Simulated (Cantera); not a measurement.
Charge: 1 mol B2O3, 1.7 mol NH3, 17 mol N2, held at 2125 K.

Cantera equilibrium calculation (NASA polynomials, part measured and part estimated; ideal gas, pure solids and liquids). Candidate condensed phases: B, BN, B2O3, B3O3H3, H2O; 39 gas species. Kinetics and transport are ignored.

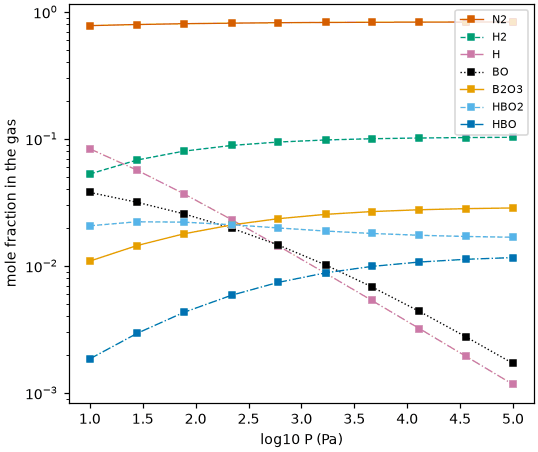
Fig. 1. Equilibrium gas composition (values under 1e-9 drawn at 1e-9)

From 10.0 Pa to 1.00 bar nothing is condensed. The main B-bearing gas is BO at 10.0 Pa and B2O3 at 1.00 bar.
